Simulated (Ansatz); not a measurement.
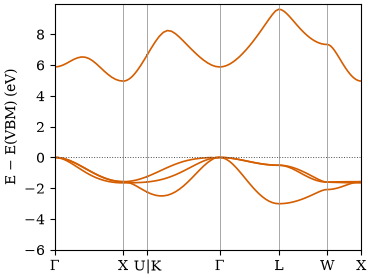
Fig. 1. Band structure from plane-wave PAW LDA (Ansatz code)

### Question
Read off the gap and where the band edges lie.

### Answer
About 5.0 eV (4.96 eV by a search for the band edges); maximum at Γ, minimum at X.

The material is Li2O (anti-fluorite, Fm-3m).

The LDA relaxation kept the symmetry of its start.

Potentials: the later of the program's two PAW sets.
